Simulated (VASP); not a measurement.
Band structure of MnS (relaxed from the zinc blende structure, space group F-43m). These are r2SCAN meta-GGA, VASP's PBE PAW potentials (set 64) (plane waves; VASP) values and carry that method's errors.

The moments were started parallel, and other spin orders were not tried in this run.

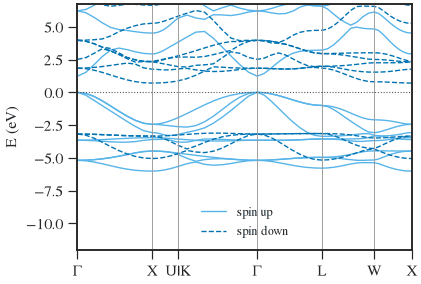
Figure. Bands along high-symmetry lines, zero at the valence-band maximum or, without a gap, the Fermi level

**Question.** Read the plot: is there a gap, and where are the band edges?

**Answer.** The gap is indirect, 0.71 eV, from the valence maximum at Γ to the conduction minimum at X.

The structure was generated: MnS was put into the zinc blende type (F-43m), which need not be its known phase. It was relaxed first.
